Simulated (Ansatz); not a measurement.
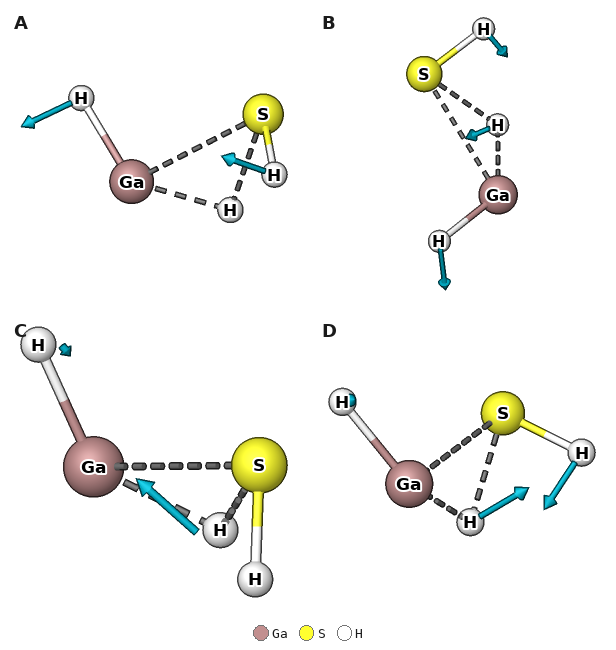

4 normal modes of one molecule or complex, as arrows. Broken sticks mark bonds that form or break. Harmonic vibrations computed with RKS PBE0-D4/def2-TZVP (Ansatz 0.2.0) at a stationary point of the same level. It is a saddle point of order 1.

Match the panels to the wavenumbers 209 cm⁻¹, 483 cm⁻¹, 865 cm⁻¹, 1656 cm⁻¹.

Answer. A: 209 cm⁻¹
B: 483 cm⁻¹
C: 1656 cm⁻¹
D: 865 cm⁻¹
